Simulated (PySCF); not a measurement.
## Electronic structure of C$_{4}$H$_{9}$ClGe in real space

```yaml
atoms:
  - { symbol: C, position_ang: [-2.4111, -0.1078, 0.9663] }
  - { symbol: C, position_ang: [-1.2450, -0.5931, 0.5761] }
  - { symbol: C, position_ang: [-0.7105, -0.4541, -0.7938] }
  - { symbol: Cl, position_ang: [-0.0606, -2.0231, -1.3689] }
  - { symbol: Ge, position_ang: [0.8644, 0.7809, -0.8946] }
  - { symbol: C, position_ang: [2.2266, 0.2225, 0.4063] }
  - { symbol: H, position_ang: [-3.0698, 0.4018, 0.2817] }
  - { symbol: H, position_ang: [-2.7488, -0.1933, 1.9845] }
  - { symbol: H, position_ang: [-0.5980, -1.1078, 1.2748] }
  - { symbol: H, position_ang: [-1.4957, -0.1718, -1.4940] }
  - { symbol: H, position_ang: [1.3799, 0.7257, -2.3056] }
  - { symbol: H, position_ang: [0.3921, 2.1905, -0.6312] }
  - { symbol: H, position_ang: [2.4728, -0.8270, 0.2664] }
  - { symbol: H, position_ang: [3.1374, 0.8032, 0.2890] }
  - { symbol: H, position_ang: [1.8619, 0.3613, 1.4212] }
```

Geometry: GFN2-xTB.

These are results of CAM-B3LYP/def2-SVPD, SCF density, gas phase (PySCF), not measurements.

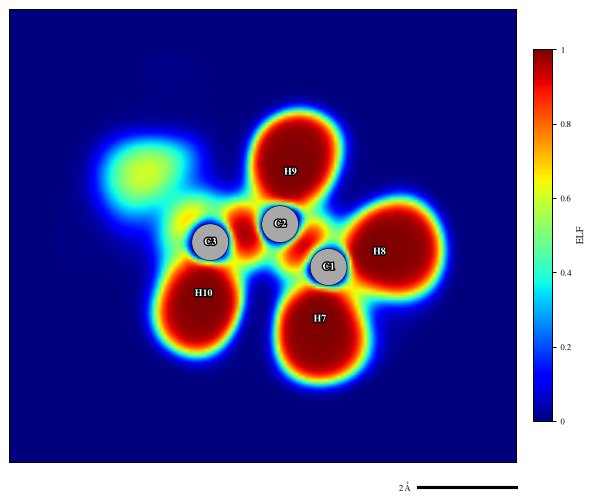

Figure 1. Electron localisation function on the plane of atoms H7, C1 and H8. Grey discs cover the atomic cores.

### Read the bonding off the picture.

- Atoms in the plane: C and H.
- C–C (1.32 Å): the ELF peaks at about 0.95 between the atoms; a short, multiple covalent bond.
- C–H (1.08 Å): the ELF climbs to about 1 towards the hydrogen, as it does in any bond to H; an ordinary covalent bond to hydrogen.
- C–C (1.48 Å): the ELF peaks at about 0.95 between the atoms: localised, covalent bonding.

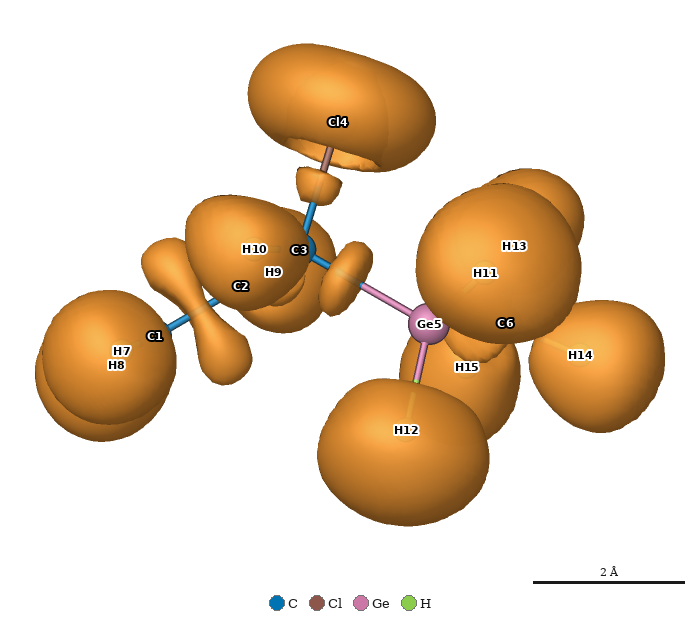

Figure 2. Isosurface of the electron localisation function at 0.8 (orange), seen from one side. Only the valence region is drawn (cores and ρ < 0.01 e/Å³ removed).

### Identify the bonds, lone pairs and shells in this picture.

The ELF exceeds this value in two regions between bonded C–C atoms (shared pairs), one region between bonded C–Cl atoms (shared pairs), nine regions around hydrogen nuclei, two lobes of the valence shell of C pointing towards Ge (polar bonds) and one ring or bowl of non-bonding electrons around Cl. Profiles from the grid: C–Cl (1.79 Å): the ELF peaks at about 0.90 between the atoms, as expected for localised, covalent bonding.

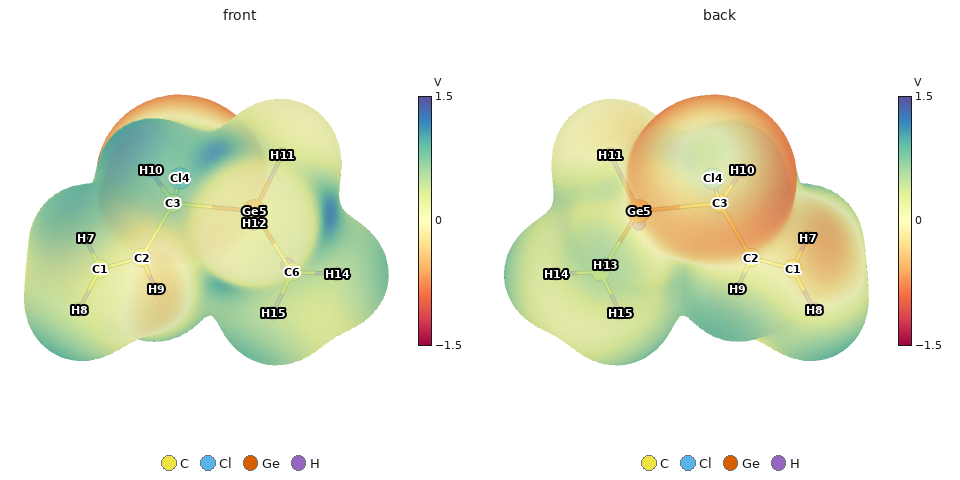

Figure 3. The electrostatic potential painted on the density surface at 0.002 e/bohr³, seen from the front and from behind; red is negative and blue positive.

### Where is the surface potential most negative and most positive?

The most negative region (about −0.8 V, or −18 kcal/mol for a unit charge) lies over Cl4, the most positive (about +1.1 V, or +25 kcal/mol for a unit charge) over Ge5. Cl4 shows a σ-hole: about +0.1 V at the tip opposite its bond, against about −0.5 V, or −12 kcal/mol for a unit charge on its flanks.
